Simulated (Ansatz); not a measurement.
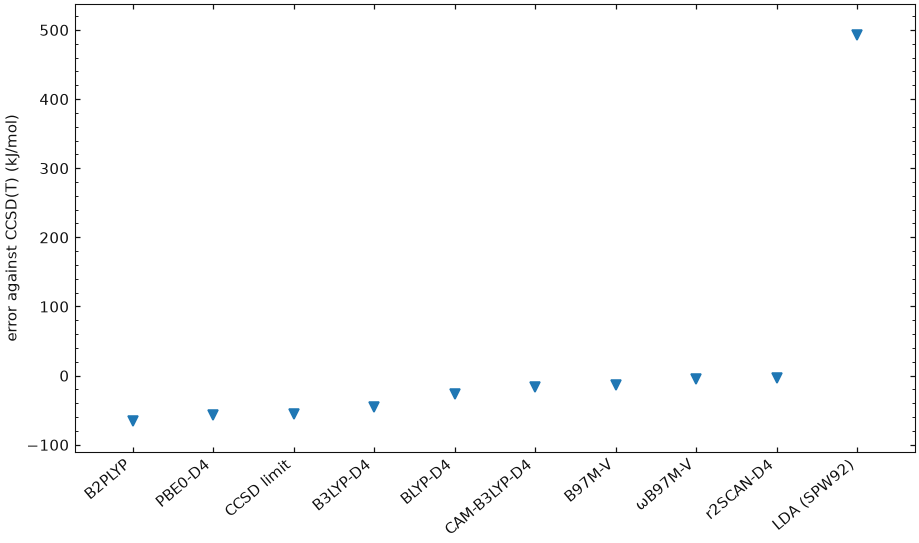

Error in the electronic atomisation energy (method less reference, so positive means overbinding) of SiH₃SO₃, SMILES O[Si](O)(O)[S], doublet: functionals in def2-TZVPP against frozen-core CCSD(T) at the limit (MP2 extrapolated from triple and quadruple zeta, plus CCSD(T) less MP2 in a smaller set), which gives 3126.3 kJ/mol, at a PBE0-D4/def2-TZVP geometry (a minimum by its frequencies), no zero-point or spin-orbit term, the Ansatz code. The reference leaves out core correlation, a term that grows with the number of heavy atoms. B2PLYP holds a correlation term that converges slowly with the basis, so part of the distance to the limit is basis error. No dispersion term is added to B2PLYP. Limit means the basis limit.

Q: What range do the values span?

A: From −65.3 kJ/mol (B2PLYP) to 492.6 kJ/mol (LDA (SPW92)).

Q: Which of these levels overbind, and which underbind?

A: Overbind: LDA (SPW92). Underbind: B2PLYP, PBE0-D4, CCSD limit, B3LYP-D4 and BLYP-D4. Within 25 kJ/mol of zero, too close to call in view of what the reference leaves out: CAM-B3LYP-D4, B97M-V, ωB97M-V and r2SCAN-D4.
